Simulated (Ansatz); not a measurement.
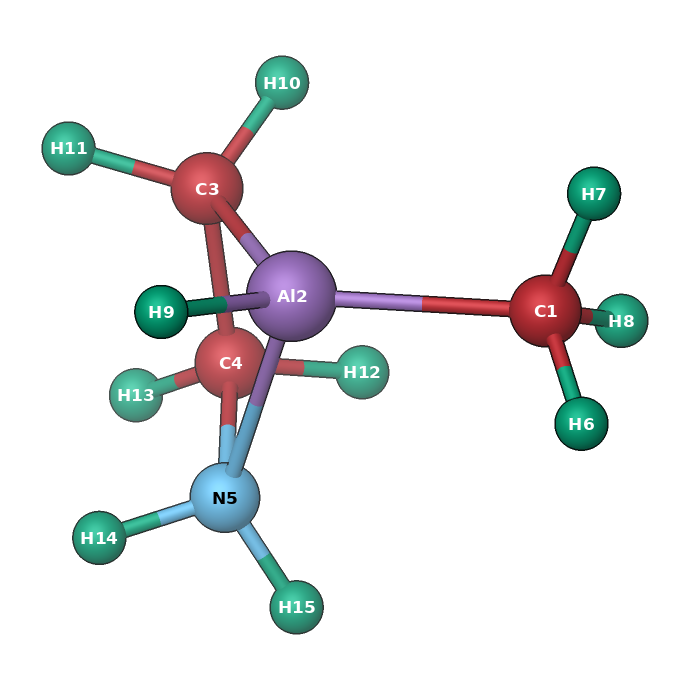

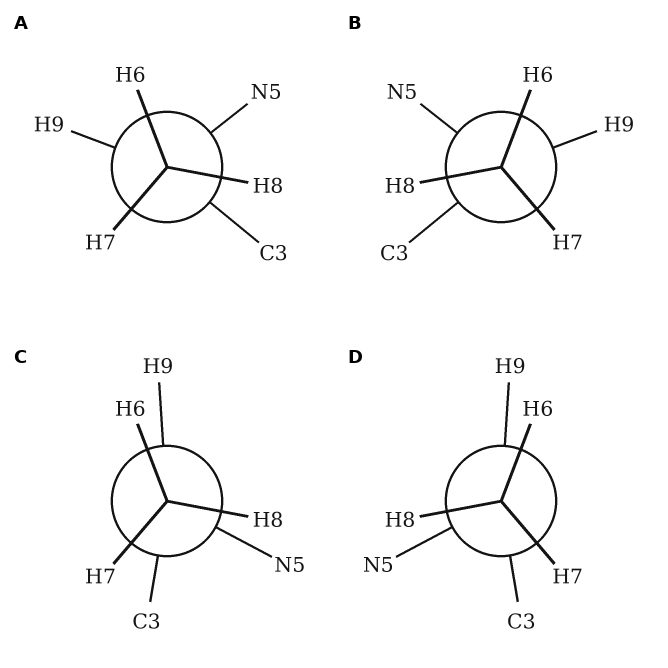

Depth is shown by fading: the farther an atom, the more it takes the colour of the background. Bonds that would overlap in a projection are set slightly apart. The computed structure is the end point of a PBE-D4/def2-SVP optimisation. No frequency run is at hand to confirm it as a minimum.

Question: Which Newman projection shows the view along C1–Al2, with C1 in front?

Answer: B. The torsion angle H6–C1–Al2–N5 is −73°, synclinal (gauche).
